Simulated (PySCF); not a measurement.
**C$_{3}$H$_{6}$GeO$_{3}$ (SMILES C=C([O][GeH3])C(=O)O): density, localisation and related maps**

The calculation's input:

```
{"job": {"kind": "uv", "xc": "wB97X-D", "basis": "def2-SVPD", "nstates": 8, "ntriplets": 3}, "charge": 0, "multiplicity": 1}
C     -1.503372    -1.586382    -0.572357
C     -0.634178    -0.633325    -0.225010
O      0.621477    -0.616890    -0.698335
Ge     1.984839     0.478763    -0.418367
C     -1.080203     0.424890     0.711181
O     -2.184151     0.524724     1.178901
O     -0.100999     1.302584     1.009625
H     -1.224023    -2.376732    -1.244517
H     -2.500565    -1.569555    -0.174725
H      2.946313    -0.224356    -1.322681
H      2.422403     0.437460     1.013830
H      1.674588     1.862985    -0.900530
H     -0.426518     1.976323     1.625256
```

Command:

```sh
OMP_NUM_THREADS=1 python probes_run.py task.json out
```

Geometry: GFN2-xTB.

These are results of wB97X-D/def2-SVPD, SCF density, gas phase in PySCF, not measurements.

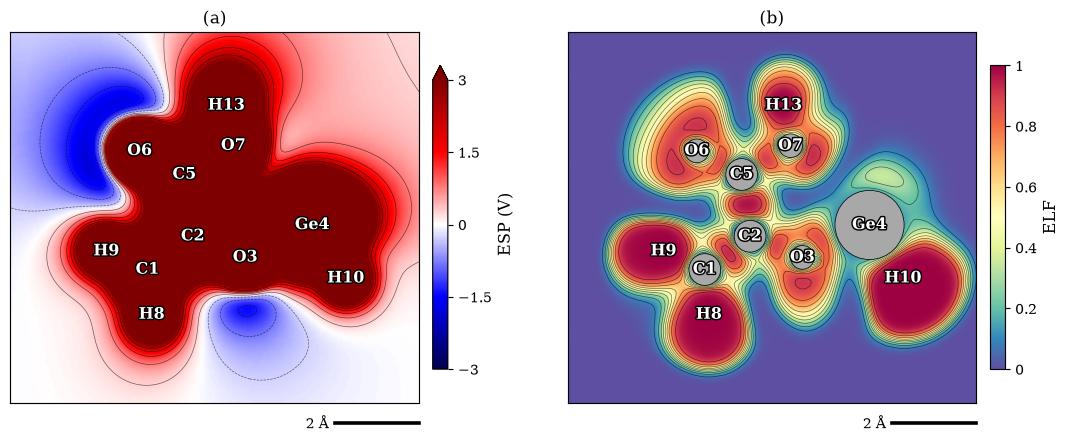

Figure 1. (a) molecular electrostatic potential; (b) electron localisation function on the plane of atoms C2, C5 and O7. Grey discs cover the atomic cores in the ELF map.

Q: Interpret the plot.

A:
- Atoms in the plane: C, O, Ge and H.
- C–O (1.20 Å): the ELF peaks at about 0.85 between the atoms (a short, multiple covalent bond).
- C–C (1.34 Å): the ELF peaks at about 0.95 between the atoms; a short, multiple covalent bond.
- Ge–O (1.77 Å): the ELF peaks at about 0.85 in the valence shell of O, 0.6 Å from its nucleus, and is about 0.30 at the midpoint.
- O–H (0.97 Å): the ELF climbs to about 1 towards the hydrogen, as it does in any bond to H: a covalent bond by its length.
- C–O (1.34 Å): the ELF peaks at about 0.90 between the atoms (a polar covalent bond).
- The ELF also peaks beside O3 and O6, away from the bonds: lone-pair regions.
- Outside the dense part of the molecule the potential is most negative (−1.8 V) near O6.

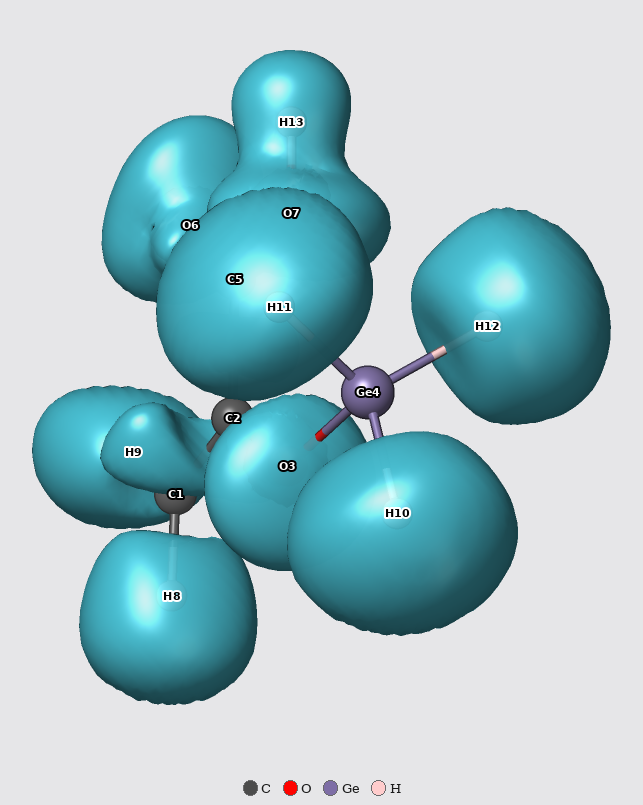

Figure 2. Isosurface of the electron localisation function at 0.75 (cyan), seen at an oblique angle. Core shells and regions of very low density are left out.

Q: Identify the bonds, lone pairs and shells in this picture.

A: At this value the surface marks out two regions between bonded C–C atoms (shared pairs), five regions around hydrogen nuclei, two regions on O in which the atom's valence shell and bonds are merged and one joined region spread over several atoms (H, O), in which their bonds and any lone pairs are merged.

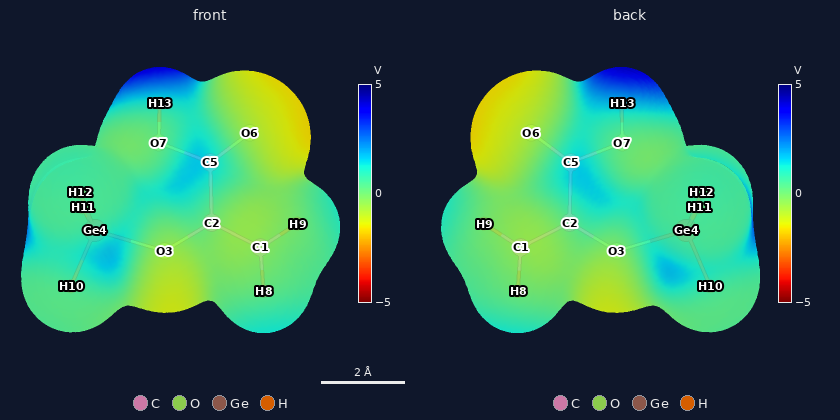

Figure 3. The molecular electrostatic potential painted on the density surface at 0.004 e/bohr³, seen from the front and from behind; the colour scale runs from red (negative) to blue (positive).

Q: Describe the electrostatic potential map.

A: The most negative region (about −1.7 V) lies over O6, the most positive (about +4.1 V) over H13. O6 is the likeliest acceptor of a hydrogen bond.

Q: How polar is the molecule by this calculation?

A: Its dipole moment is 2.37 D.
